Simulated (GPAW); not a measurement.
**Dielectric function and optical constants of KTaO3**

Aim: the dielectric function of KTaO3, and the optical constants that follow from it.

Calculated with GPAW 26.7.0; DFT, PBE, plane-wave PAW (GPAW data sets), scalar-relativistic, RPA, optical limit.

## 1. The starting structure

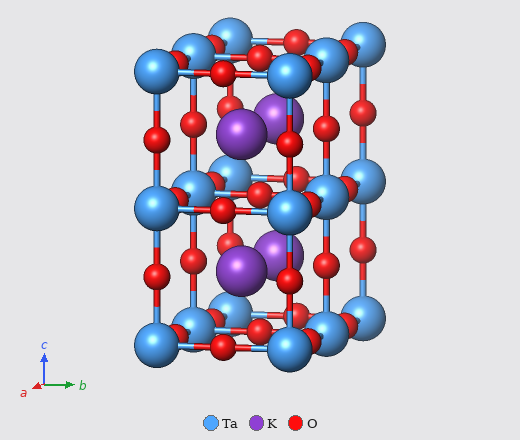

The starting structure, seen slightly off an axis (tantalum blue, potassium purple, oxygen red). 2×1×2 cells are drawn. Some periodic images of atoms are drawn too.

As a file:

```cif
data_structure
_symmetry_space_group_name_H-M 'P 1'
_symmetry_Int_Tables_number 1
_cell_length_a 3.9883
_cell_length_b 3.9883
_cell_length_c 3.9883
_cell_angle_alpha 90.000
_cell_angle_beta 90.000
_cell_angle_gamma 90.000
_cell_volume 63.44
loop_
_atom_site_label
_atom_site_type_symbol
_atom_site_fract_x
_atom_site_fract_y
_atom_site_fract_z
_atom_site_occupancy
Ta1 Ta 0.00000 0.00000 0.00000 1
K2 K 0.50000 0.50000 0.50000 1
O3 O 0.00000 0.00000 0.50000 1
O4 O 0.00000 0.50000 0.00000 1
O5 O 0.50000 0.00000 0.00000 1
```

## 2. Ground state

The self-consistent density comes first; it also tells whether there is a gap, which decides the occupations and the need for a Drude term.

This step: DFT, PBE, plane-wave PAW (GPAW data sets), scalar-relativistic, ground state (GPAW 26.7.0).

Input file gs.py:

```python
from ase import Atoms
from ase.dft.bandgap import bandgap
from gpaw import GPAW, PW, FermiDirac

atoms = Atoms(['Ta', 'K', 'O', 'O', 'O'],
              cell=[[3.988300000000, 0.000000000000, 0.000000000000],
                    [0.000000000000, 3.988300000000, 0.000000000000],
                    [0.000000000000, 0.000000000000, 3.988300000000]],
              scaled_positions=[[0.000000000000, 0.000000000000, 0.000000000000],
                                [0.500000000000, 0.500000000000, 0.500000000000],
                                [0.000000000000, 0.000000000000, 0.500000000000],
                                [0.000000000000, 0.500000000000, 0.000000000000],
                                [0.500000000000, 0.000000000000, 0.000000000000]],
              pbc=[True, True, True])
atoms.calc = GPAW(mode=PW(500), xc='PBE', kpts={'size': (6, 6, 6), 'gamma': True},
                  occupations=FermiDirac(0.05), maxiter=150, txt='gs.txt')
print('energy (eV)', atoms.get_potential_energy())
print('Fermi level (eV)', atoms.calc.get_fermi_level())
print('valence electrons', atoms.calc.get_number_of_electrons())
print('gap (eV)', bandgap(atoms.calc, output=None)[0])
print('direct gap (eV)', bandgap(atoms.calc, direct=True, output=None)[0])
atoms.calc.write('gs.gpw')
```

Command:

```console
$ OMP_NUM_THREADS=1 python gs.py
```

Numbers of over 12 decimals in the logs are rounded to 6 here.

Log:

```text
__  _  _
 | _ |_)|_||  |
 |__||  | ||/\| - 26.7.0

Versions:
  Python: 3.12.14
  ASE:    3.29.0
  Numpy:  2.5.5
  Scipy:  1.18.1
  Libxc:  7.0.0

Input parameters:
  mode=PW(ecut=500.0),
  kpts=MonkhorstPack(size=(6, 6, 6), gamma=True),
  maxiter=150,
  occupations=Occupations(name='fermi-dirac', width=0.05, fixmagmom=False),
  xc=XC(name='PBE')

Diagonalizing LCAO Hamiltonian
Converting LCAO to pw mode
   .---------.
  /|         |
 * |         |
 | |         |
 | |   K     |
 O .---------.
 |O         /
 Ta---O----*

Atoms  # Å, Bohr magnetons
|   | symbol |        x |        y |        z |    initial magnetic moments |
| 0 |     Ta | 0.000000 | 0.000000 | 0.000000 | ( 0.0000,  0.0000,  0.0000) |
| 1 |      K | 1.994150 | 1.994150 | 1.994150 | ( 0.0000,  0.0000,  0.0000) |
| 2 |      O | 0.000000 | 0.000000 | 1.994150 | ( 0.0000,  0.0000,  0.0000) |
| 3 |      O | 0.000000 | 1.994150 | 0.000000 | ( 0.0000,  0.0000,  0.0000) |
| 4 |      O | 1.994150 | 0.000000 | 0.000000 | ( 0.0000,  0.0000,  0.0000) |

Unit cell  # Å
| periodic |        x |        y |        z |  lengths |    angles |
|      yes | 3.988300 | 0.000000 | 0.000000 | 3.988300 | 90.000000 |
|      yes | 0.000000 | 3.988300 | 0.000000 | 3.988300 | 90.000000 |
|      yes | 0.000000 | 0.000000 | 3.988300 | 3.988300 | 90.000000 |

Number of symmetries: 48
Symmetry operations  # r_c * U_cc + t_c -> r_c
|    | kind |            matrix            |
|  0 |  E   |  1, 0, 0,  0, 1, 0,  0, 0, 1 |
|  1 |  σ   |  1, 0, 0,  0, 1, 0,  0, 0,-1 |
|  2 |  σ   |  1, 0, 0,  0, 0, 1,  0, 1, 0 |
|  3 |  C4  |  1, 0, 0,  0, 0, 1,  0,-1, 0 |
|  4 |  C4  |  1, 0, 0,  0, 0,-1,  0, 1, 0 |
|  5 |  σ   |  1, 0, 0,  0, 0,-1,  0,-1, 0 |
|  6 |  σ   |  1, 0, 0,  0,-1, 0,  0, 0, 1 |
|  7 |  C2  |  1, 0, 0,  0,-1, 0,  0, 0,-1 |
|  8 |  σ   |  0, 1, 0,  1, 0, 0,  0, 0, 1 |
|  9 |  C2  |  0, 1, 0,  1, 0, 0,  0, 0,-1 |
| 10 |  C3  |  0, 1, 0,  0, 0, 1,  1, 0, 0 |
| 11 |  S6  |  0, 1, 0,  0, 0, 1, -1, 0, 0 |
| 12 |  S6  |  0, 1, 0,  0, 0,-1,  1, 0, 0 |
| 13 |  C3  |  0, 1, 0,  0, 0,-1, -1, 0, 0 |
| 14 |  C4  |  0, 1, 0, -1, 0, 0,  0, 0, 1 |
| 15 |  S4  |  0, 1, 0, -1, 0, 0,  0, 0,-1 |
| 16 |  C3  |  0, 0, 1,  1, 0, 0,  0, 1, 0 |
| 17 |  S6  |  0, 0, 1,  1, 0, 0,  0,-1, 0 |
| 18 |  σ   |  0, 0, 1,  0, 1, 0,  1, 0, 0 |
| 19 |  C4  |  0, 0, 1,  0, 1, 0, -1, 0, 0 |
| 20 |  C2  |  0, 0, 1,  0,-1, 0,  1, 0, 0 |
| 21 |  S4  |  0, 0, 1,  0,-1, 0, -1, 0, 0 |
| 22 |  S6  |  0, 0, 1, -1, 0, 0,  0, 1, 0 |
| 23 |  C3  |  0, 0, 1, -1, 0, 0,  0,-1, 0 |
| 24 |  S6  |  0, 0,-1,  1, 0, 0,  0, 1, 0 |
| 25 |  C3  |  0, 0,-1,  1, 0, 0,  0,-1, 0 |
| 26 |  C4  |  0, 0,-1,  0, 1, 0,  1, 0, 0 |
| 27 |  σ   |  0, 0,-1,  0, 1, 0, -1, 0, 0 |
| 28 |  S4  |  0, 0,-1,  0,-1, 0,  1, 0, 0 |
| 29 |  C2  |  0, 0,-1,  0,-1, 0, -1, 0, 0 |
| 30 |  C3  |  0, 0,-1, -1, 0, 0,  0, 1, 0 |
| 31 |  S6  |  0, 0,-1, -1, 0, 0,  0,-1, 0 |
| 32 |  C4  |  0,-1, 0,  1, 0, 0,  0, 0, 1 |
| 33 |  S4  |  0,-1, 0,  1, 0, 0,  0, 0,-1 |
| 34 |  S6  |  0,-1, 0,  0, 0, 1,  1, 0, 0 |
| 35 |  C3  |  0,-1, 0,  0, 0, 1, -1, 0, 0 |
| 36 |  C3  |  0,-1, 0,  0, 0,-1,  1, 0, 0 |
| 37 |  S6  |  0,-1, 0,  0, 0,-1, -1, 0, 0 |
| 38 |  σ   |  0,-1, 0, -1, 0, 0,  0, 0, 1 |
| 39 |  C2  |  0,-1, 0, -1, 0, 0,  0, 0,-1 |
| 40 |  σ   | -1, 0, 0,  0, 1, 0,  0, 0, 1 |
| 41 |  C2  | -1, 0, 0,  0, 1, 0,  0, 0,-1 |
| 42 |  C2  | -1, 0, 0,  0, 0, 1,  0, 1, 0 |
| 43 |  S4  | -1, 0, 0,  0, 0, 1,  0,-1, 0 |
| 44 |  S4  | -1, 0, 0,  0, 0,-1,  0, 1, 0 |
| 45 |  C2  | -1, 0, 0,  0, 0,-1,  0,-1, 0 |
| 46 |  C2  | -1, 0, 0,  0,-1, 0,  0, 0, 1 |
| 47 |  i   | -1, 0, 0,  0,-1, 0,  0, 0,-1 |

BZ-sampling:
  Number of BZ points: 216
  Number of IBZ points: 20

  Monkhorst-Pack size: [6, 6, 6]
  Monkhorst-Pack shift: [0.083333, 0.083333, 0.083333]

K-points  # in reciprocal-cell coordinates
|     |                                coordinates |     weight |
|   0 | (  0.00000000,   0.00000000,   0.00000000) | 0.00462963 |
|   1 | (  0.16666667,   0.00000000,   0.00000000) | 0.02777778 |
|   2 | (  0.16666667,   0.16666667,   0.00000000) | 0.05555556 |
|   3 | (  0.16666667,   0.16666667,   0.16666667) | 0.03703704 |
|   4 | (  0.33333333,   0.00000000,   0.00000000) | 0.02777778 |
|   5 | (  0.33333333,   0.16666667,   0.00000000) | 0.11111111 |
|   6 | (  0.33333333,   0.16666667,   0.16666667) | 0.11111111 |
|   7 | (  0.33333333,   0.33333333,   0.00000000) | 0.05555556 |
|   8 | (  0.33333333,   0.33333333,   0.16666667) | 0.11111111 |
|   9 | (  0.33333333,   0.33333333,   0.33333333) | 0.03703704 |
| ... |                                            |            |
|  19 | (  0.50000000,   0.50000000,   0.50000000) | 0.00462963 |

Plane wave coefficients: 1640
Cutoff: 500.0 eV

Spin-components: 1 (collinear spins)
Bands:           28
Projectors:      26
Spin-degeneracy: 2
Datatype:        complex128

Parallelization:
  kpt:    1
  domain: 1
  band:   1

Density:
  Valence electrons: 40.0
  Components: 1
  Grid points: [21 21 21]
  Charge: 0.0  # |e|

Potential:
  Grid points: [21 21 21]

species:
  Ta:
    name:    Tantalum
    id:
    Z:       73.0
    valence: 13
    core:    60
    charge:  0.0  # [|e|]
    compensation charges:
      type: gauss
      rc: 0.42  # [Å]
      lmax: 2
    cutoffs:
      filter: 2.36  # [Å]
      core: 3.45  # [Å]
    projectors
    | kind |    occ | energy [eV] | rcut [Å] |
    |   5s |  2.000 |     -72.790 |    1.365 |
    |   6s |  2.000 |      -5.429 |    1.365 |
    |   5p |  6.000 |     -39.427 |    1.349 |
    |   6p |  0.000 |      -1.396 |    1.349 |
    |   5d |  3.000 |      -3.603 |    1.307 |
    |    d |        |      23.609 |    1.307 |

    Using partial waves for Ta as LCAO basis

  K:
    name:    Potassium
    id:
    Z:       19.0
    valence: 9
    core:    10
    charge:  0.0  # [|e|]
    compensation charges:
      type: gauss
      rc: 0.35  # [Å]
      lmax: 2
    cutoffs:
      filter: 1.91  # [Å]
      core: 1.27  # [Å]
    projectors
    | kind |    occ | energy [eV] | rcut [Å] |
    |   3s |  2.000 |     -35.338 |    1.122 |
    |   4s |  1.000 |      -2.319 |    1.122 |
    |   3p |  6.000 |     -18.813 |    1.106 |
    |    p |        |       8.398 |    1.106 |
    |    d |        |       0.000 |    0.937 |

    Using partial waves for K as LCAO basis

  O:
    name:    Oxygen
    id:
    Z:       8.0
    valence: 6
    core:    2
    charge:  0.0  # [|e|]
    compensation charges:
      type: gauss
      rc: 0.21  # [Å]
      lmax: 2
    cutoffs:
      filter: 1.17  # [Å]
      core: 0.83  # [Å]
    projectors
    | kind |    occ | energy [eV] | rcut [Å] |
    |   2s |  2.000 |     -23.961 |    0.688 |
    |   2p |  4.000 |      -9.029 |    0.598 |
    |    s |        |       3.251 |    0.688 |
    |    p |        |      18.182 |    0.598 |
    |    d |        |       0.000 |    0.619 |

    Using partial waves for O as LCAO basis

Reference energy: -446677.251523  # eV

eigensolver:
  PPCG
  Converge bands: occupied
  niter=2

density mixing:
  MSR1-Mixer
  Pratt-step length: 0.05
  Maximum mixing coefficient: 0.75
  Old densities: 10
  SVD Regularization: 0.005
  Good broyden scale: 1.0
  Trust region scale: 1.0
  Backstep threshold: 4.0
  History deletion threshold: 6.0
  Fourier metric: weight=20.0, sigma=0.015

occupation numbers:
  Fermi-Dirac:
    width: 0.0500  # eV

poisson solver:
  ecut: 4000.0  # eV

xc functional:
  name: PBE with 2 nearest neighbor stencil

convergence criteria:
- Maximum [total energy] change in last 3 cyles: 0.0005 eV / valence electron
- Maximum integral of absolute [dens]ity change: 0.0001 electrons / valence electron
- Maximum integral of absolute [eigenst]ate change: 4e-08 eV^2 / valence electron
maximum number of iterations: 150

SCF iterations
|iter     |      energy | eigst |  dens |
|iter:   1||  -43.983308 | -0.15 |       |
|iter:   2||  -42.441029 | -1.76 | -0.87 |
|iter:   3||  -38.717361 | -0.51 | -0.93 |
|iter:   4||  -38.677606 | -2.26 | -1.54 |
|iter:   5||  -38.680558 | -2.91 | -1.76 |
|iter:   6||  -38.679556c| -4.11 | -2.63 |
|iter:   7||  -38.679643c| -5.23 | -3.11 |
|iter:   8||  -38.679652c| -6.62 | -3.67 |
|iter:   9||  -38.679652c| -7.80c| -4.39c|

Converged in 9 steps
SCF loop duration: 9.425 s (1.047 s/step)
Energy contributions relative to reference atoms: (reference = -446677.251523)

Energy contributions:
  Kinetic:          29.470172
  Coulomb:         -32.183696
  Zero:             -0.488697
  External:          0.000000
  Xc:              -35.477431
  Entropy:          -0.000000
  Spinorbit:         0.000000
  ----------------------------
  Free energy:     -38.679652
  Extrapolated:    -38.679652

dipole moment: (-36.877696, -36.877696, -36.877696)  # |e|*Ang

Fermi level: 6.458
Eigenvalues  # (at kpt = [0.000, 0.000, 0.000])
| band index |      eig [eV] | occ [0-2] |
|          0 |       -62.009 |     2.000 |
|        ... |               |           |
|         12 |         3.022 |     2.000 |
|         13 |         3.022 |     2.000 |
|         14 |         4.384 |     2.000 |
|         15 |         4.384 |     2.000 |
|         16 |         4.384 |     2.000 |
|         17 |         4.802 |     2.000 |
|         18 |         4.802 |     2.000 |
|         19 |         4.802 |     2.000 |
|         20 |         7.604 |     0.000 |
|         21 |         7.604 |     0.000 |
|         22 |         7.604 |     0.000 |
|         23 |        12.043 |     0.000 |
|         24 |        12.171 |     0.000 |
|         25 |        12.171 |     0.000 |
|         26 |        13.479 |     0.000 |
|         27 |        13.479 |     0.000 |

Gap: 2.180 eV
Transition (v -> c):
  (s=0, k=18, n=19, [0.50, 0.50, 0.33]) -> (s=0, k=0, n=20, [0.00, 0.00, 0.00])
Direct/indirect transitions are different
Direct gap: 2.802 eV
Transition at: (s=0, k=0, n=19, [0.00, 0.00, 0.00])

--- standard output ---
energy (eV) -38.679652
Fermi level (eV) 6.458397
valence electrons 40.0
gap (eV) 2.179888
direct gap (eV) 2.801823
```

Elapsed: 13 s, on 1 thread of AMD EPYC 9R14 (Zen 4), shared host; peak memory 0.17 GiB.

This step gave:

- energy: -38.68 eV
- Fermi energy: 6.458 eV
- gap on the k-mesh: 2.180 eV
- direct gap on the mesh: 2.802 eV
- electrons: 40

There is a gap, 2.18 eV on this mesh (points off the mesh can give less), so no carriers' term is needed.

## 3. Bands for the response

The response needs many more empty bands than the density does.

This step: DFT, PBE, plane-wave PAW (GPAW data sets), scalar-relativistic, bands at fixed density (GPAW 26.7.0).

Input file nscf.py:

```python
from ase.dft.bandgap import bandgap
from gpaw import GPAW, FermiDirac

calc = GPAW('gs.gpw').fixed_density(kpts={'size': (7, 7, 7), 'gamma': True}, nbands=56, convergence={'bands': 50},
                                    occupations=FermiDirac(0.001), txt='nscf.txt')
print('gap (eV)', bandgap(calc, output=None)[0])
print('direct gap (eV)', bandgap(calc, direct=True, output=None)[0])
print('top band over the Fermi level (eV)', min(calc.get_eigenvalues(kpt=k)[49] for k in range(len(calc.get_ibz_k_points()))) - calc.get_fermi_level())
calc.write('full.gpw', mode='all')
```

Command:

```console
$ OMP_NUM_THREADS=1 python nscf.py
```

Log:

```text
Diagonalizing LCAO Hamiltonian
Converting LCAO to pw mode
convergence criteria:
- Maximum integral of absolute [eigenst]ate change: 4e-08 eV^2 / valence electron
maximum number of iterations: 150

SCF iterations
|iter     |      energy | eigst |  dens |
|iter:   1||             | +3.22 |       |
|iter:   2||             | +2.05 |       |
|iter:   3||             | +0.88 |       |
|iter:   4||             | -0.44 |       |
|iter:   5||             | -1.38 |       |
|iter:   6||             | -2.48 |       |
|iter:   7||             | -3.40 |       |
|iter:   8||             | -4.48 |       |
|iter:   9||             | -5.36 |       |
|iter:  10||             | -6.44 |       |
|iter:  11||             | -7.18 |       |
|iter:  12||             | -7.68c|       |
SCF steps: 12
  __  _  _
 | _ |_)|_||  |
 |__||  | ||/\| - 26.7.0

Versions:
  Python: 3.12.14
  ASE:    3.29.0
  Numpy:  2.5.5
  Scipy:  1.18.1
  Libxc:  7.0.0

Input parameters:
  mode=PW(ecut=500.0),
  convergence={'bands': 50},
  gpts=array([21, 21, 21]),
  kpts=MonkhorstPack(size=(7, 7, 7), gamma=True),
  maxiter=150,
  nbands=56,
  occupations=Occupations(name='fermi-dirac', width=0.001, fixmagmom=False),
  parallel={},
  xc=XC(name='PBE')

--- standard output ---
gap (eV) 2.235114
direct gap (eV) 2.801823
top band over the Fermi level (eV) 27.287763
```

It took 24 s on 1 thread; peak memory 0.2 GiB.

Read-outs, printed or worked out from the files:

* gap on the k-mesh: 2.235 eV

[end of part 1 of 2]

[Machine, clock and banner lines and Python warnings are left out of the logs.]

[Logs are printed without paths, hosts, clocks, repeated set-up lines and the standing remarks that a program may print on its own settings, such as how far it seeks lower states.]

[Hosts, paths, dates, database ids (printed as entryN), source tags and the programs' standing remarks are cut or masked in the printed files.]
